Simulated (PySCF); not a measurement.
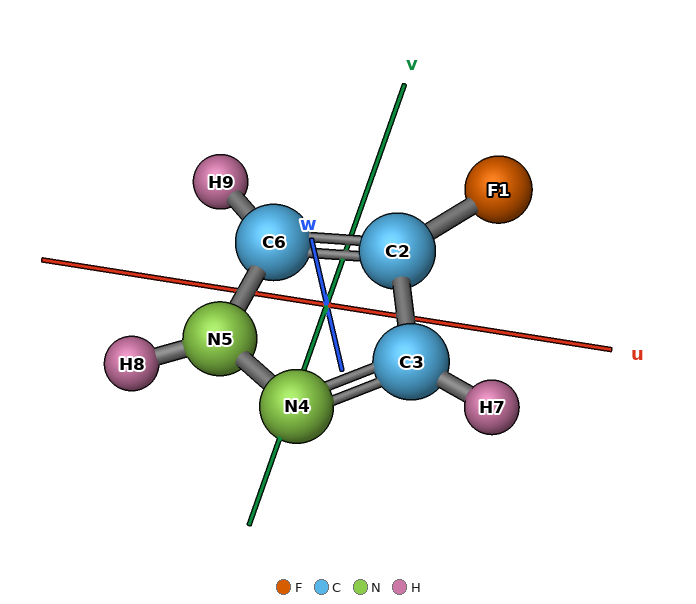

The lines u, v and w are the principal axes of the static dipole polarisability. Geometry: a frame of a GFN2-xTB molecular-dynamics simulation, not a minimum. Computed with PBE0/def2-SVPD (PySCF 2.14.0).

**Along which axis is the molecule most polarisable, and along which least?**

Most along u (nearly parallel to the C2–C6 bond), least along w.

**Give the three principal values.**

u 56.5, v 52.7, w 31.6 bohr³; mean 46.9, anisotropy 23.3 bohr³.
